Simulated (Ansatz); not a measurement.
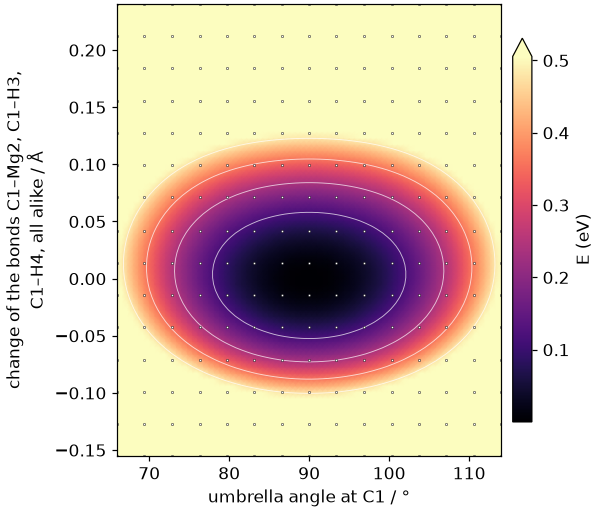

CH₃Mg, SMILES [CH2][MgH], spin multiplicity 2. First axis: umbrella angle at C1 (between each of its bonds and their common axis; 90 is planar). Second axis: change of the bonds C1–Mg2, C1–H3, C1–H4, all alike. Nothing is relaxed (all other coordinates rigid). The scan uses a 15 × 15 grid; 120 points were computed and 105 follow by symmetry. Points are written as (first, second). All energies are given in eV relative to the relaxed molecule at the same level. The calculation used UKS PBE0-D4/def2-TZVP in Ansatz.

Drawn: a smooth colour map with a few white contour lines, dots at the grid points, one colour for all values above the top of the scale. Between grid points the surface is interpolated.

Q: Estimate the position of the minimum and the force constants in these coordinates.

A: The interpolated minimum is at the first coordinate ≈ 90.0°, the second coordinate ≈ 0.000 Å. The curvatures there are about 5.2 eV/rad² and 79 eV/Å², with a cross term of about 0 eV/(rad·Å). Round the minimum the two coordinates are nearly uncoupled.
